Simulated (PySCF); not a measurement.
Vertical excitations of a molecule C3H4ClF from PySCF with TDA-PBE/def2-SVPD, as energy in eV (oscillator strength): 5.80 (0.000), 6.06 (0.000), 6.90 (0.425), 6.90 (0.000), 7.13 (0.000), 7.31 (0.001), 7.89 (0.001), 7.94 (0.021), 7.96 (0.049), 8.04 (0.019). Lowest triplet (TDA): 4.25 eV. Coordinates come from a B3LYP-D3(BJ)/def2-SVP optimisation. The values are those of a single conformer.

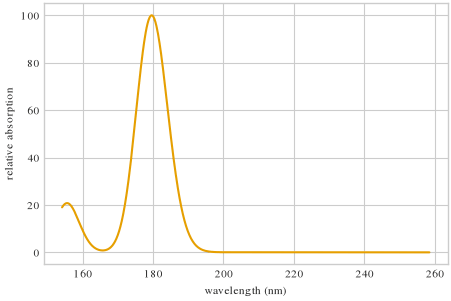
Fig. 1. The lines broadened by 0.4 eV.

### Question
Identify the compound among the candidates.
(A) C/C=C(\F)Cl
(B) C/C(Cl)=C\F
(C) FC1(Cl)CC1
(D) C/C(F)=C\Cl

### Answer
A, C/C=C(\F)Cl
